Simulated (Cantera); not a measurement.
Feed: 1 mol Si, 0.011 mol H₂O, 85 mol H₂, held at 13300 Pa.

Equilibrium computed with Cantera from the NASA thermochemical tables; the gas is ideal and each condensed phase is pure. Candidate condensed phases: H₂O, Si, SiO₂; 18 gas species. Mutual solubility and eutectic melting of coexisting phases are not modelled. The tables hold silica as quartz up to 1696 K and as liquid above; real silica turns to tridymite and cristobalite and melts near 1996 K. The numbers say what is thermodynamically allowed, not how fast it happens.

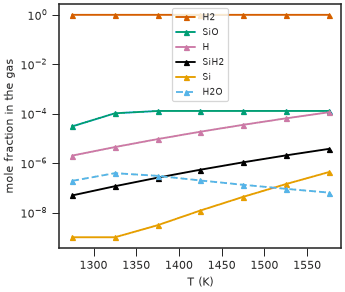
Fig. 1. Equilibrium gas composition (values under 1e-9 drawn at 1e-9)

Task: Read off the mole fractions at 1475 K.

Result: H₂ about 1.00, SiO about 0.00013, H about 3.6e-5, SiH₂ about 1.1e-6, H₂O about 1.3e-7, Si about 4.3e-8.
